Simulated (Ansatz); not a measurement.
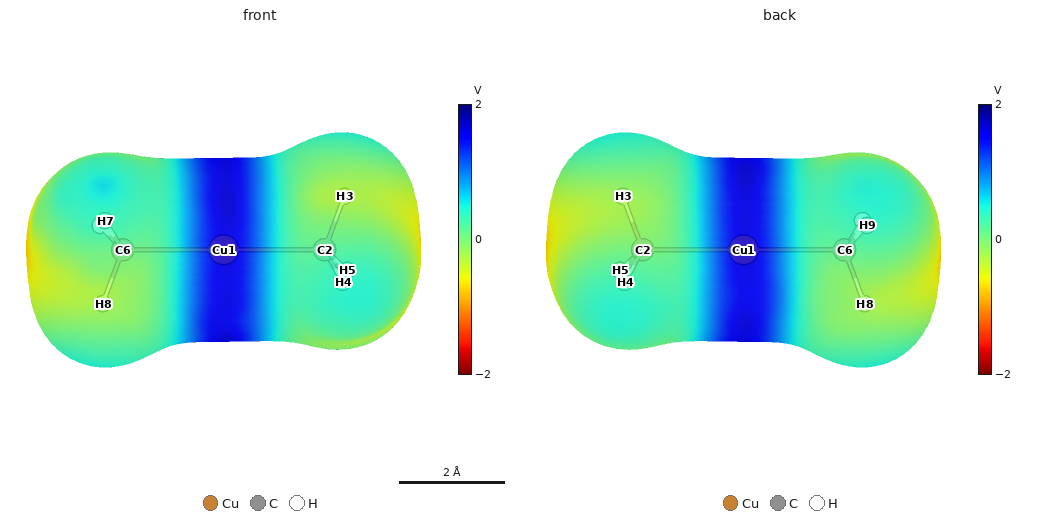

*C2H6Cu (CuMe2) (doublet). The electrostatic potential painted on the density surface at 0.002 e/bohr³, seen from the front and from behind; the colour scale runs from red (negative) to blue (positive).*

Geometry: r2SCAN-D4/def2-TZVP.

Method: Ansatz, UKS PBE0-D4/def2-TZVP.

```xyz
9

Cu   -0.0002   -0.0002    0.0000
C    -0.0034   -0.0139    1.9281
H    -0.4434    0.9109    2.3171
H     1.0188   -0.0998    2.3124
H    -0.5876   -0.8607    2.3046
C     0.0034    0.0138   -1.9281
H    -1.0221    0.0199   -2.3134
H     0.5144   -0.8737   -2.3170
H     0.5200    0.9038   -2.3038
```

Question: Where is the surface potential most negative and most positive?

Answer: The most negative region (about −0.7 V) lies over C2 and C6, the most positive (about +1.7 V) over Cu1.
